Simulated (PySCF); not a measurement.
System: C$_{6}$H$_{18}$Cl$_{2}$O$_{2}$Si$_{2}$Ti (Ti(OSiMe3)2Cl2).

```xyz
31

Ti   -0.6197   -0.0630   -0.3656
O    -0.5616    0.3105    1.3350
Si   -1.4160    1.2167    2.5063
C    -0.8568    2.9873    2.3042
C    -0.9594    0.5046    4.1699
C    -3.2364    1.0188    2.1263
H    -1.3928    3.6573    2.9948
H    -1.0516    3.3251    1.2744
H     0.2222    3.0851    2.4995
H     0.1267    0.5647    4.3378
H    -1.4628    1.0555    4.9804
H    -1.2595   -0.5524    4.2380
H    -3.4622    1.4168    1.1243
H    -3.5320   -0.0418    2.1465
H    -3.8573    1.5626    2.8559
O     0.9624   -0.3588   -1.0310
Si    1.7263   -1.2138   -2.2992
C     1.7790   -3.0056   -1.7768
C     3.4251   -0.4653   -2.4946
C     0.6637   -0.9681   -3.8187
H     2.2186   -3.6367   -2.5654
H     0.7574   -3.3652   -1.5778
H     2.3726   -3.1362   -0.8591
H     3.9972   -0.5430   -1.5575
H     3.9909   -0.9828   -3.2857
H     3.3539    0.5990   -2.7665
H    -0.3392   -1.3942   -3.6564
H     0.5446    0.1030   -4.0453
H     1.1033   -1.4589   -4.7015
Cl   -1.5758    1.6520   -1.3829
Cl   -1.8224   -1.8840   -0.7158
```

Geometry: PBE0-D3(BJ)/def2-SVP.

Theory: PySCF, wB97X-D/def2-SVPD, SCF density, gas phase.

**Predict the electron density and electron localisation function between the atoms.**

Ti–O (1.74 Å): ρ is about 1.2 e/Å³ halfway; the ELF peaks at about 0.85 in the valence shell of O, 0.5 Å from its nucleus, and drops to about 0.25 between the two atoms.
C–Si (1.87 Å): the density is about 0.99 e/Å³ at the midpoint; the ELF peaks at about 0.95 between the atoms, as expected for a covalent bond.
Ti–Si (3.25 Å): ρ at the midpoint is about 2.2 e/Å³; the ELF peaks at about 0.85 between the atoms.
C–H (1.10 Å): the density is about 1.8 e/Å³ at the midpoint; the ELF climbs to about 1 towards the hydrogen, as it does in any bond to H: a covalent bond by its length.

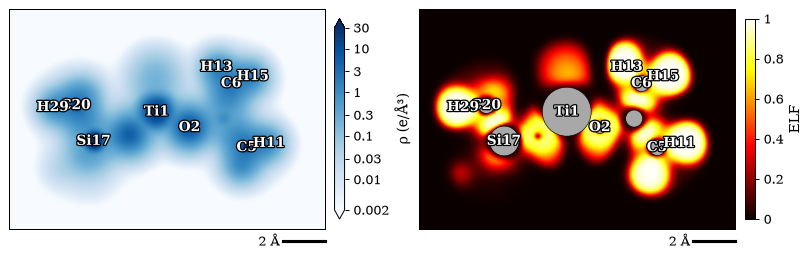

Computed electron density and electron localisation function on the plane of atoms Ti1, Si17 and C20, in this order. Grey discs cover the atomic cores in the ELF map. 
